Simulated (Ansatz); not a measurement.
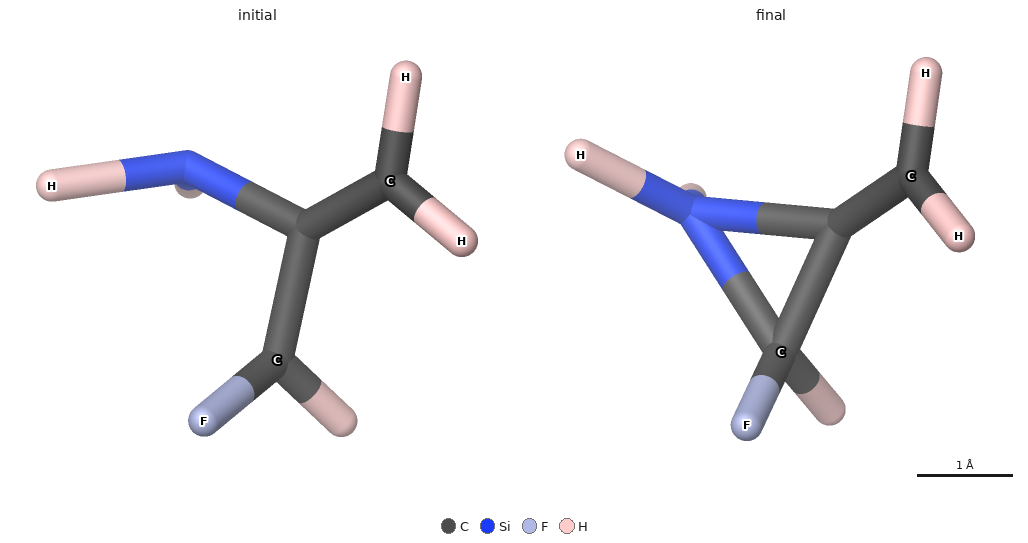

The structure of C3H5FSi before (left) and after (right) a relaxation, at one scale.

Style: stick. Shown from a free direction.

The run prepares an end point of a later path (torsion) calculation, from a guessed geometry.

All numbers below come from Ansatz, RKS r2SCANh-D4/def2-SVP. Set-up: no spin polarisation; force threshold 0.015 eV/Å; at most 40 steps.

What changed between the two?

The Si atom moves most after the best rigid fit: 0.49 Å. By element the largest moves are Si 0.49 Å, H 0.46 Å, F 0.30 Å, C 0.20 Å. Among the contacts that change: C–Si 2.354 → 1.903 Å, C–Si 1.698 → 1.841 Å, C–F 1.449 → 1.366 Å, C–H 1.024 → 1.103 Å. Bond angles that change, for instance: Si–C–C 96.3° → 68.9°, C–C–Si 134.7° → 147.0°, C–C–H 122.6° → 114.9°. The energy falls by 46.8 kcal/mol in 15 accepted moves (19 points after the start). Largest force component: 5.5 eV/Å at the start, 0.007 eV/Å at the end. The line search rejected the trial steps at points 4, 10, 12, 18 of the run. The run took 70 s on 2 threads of Arm Neoverse V2, with other jobs on the host, peak memory 0.23 GiB.
